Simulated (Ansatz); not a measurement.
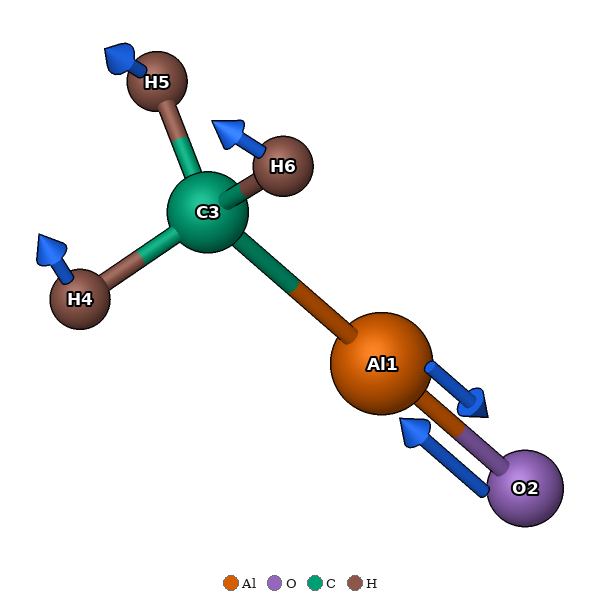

The arrows show one normal mode. Harmonic vibrations computed with RKS PBE0-D4/def2-TZVP (Ansatz 0.2.0) at a stationary point of the same level.

Describe the motion.

Answer. Mostly Al–O stretching.

At what wavenumber does it lie?

Answer. 1133 cm⁻¹; it is mode 6 of 12 counted from the lowest.
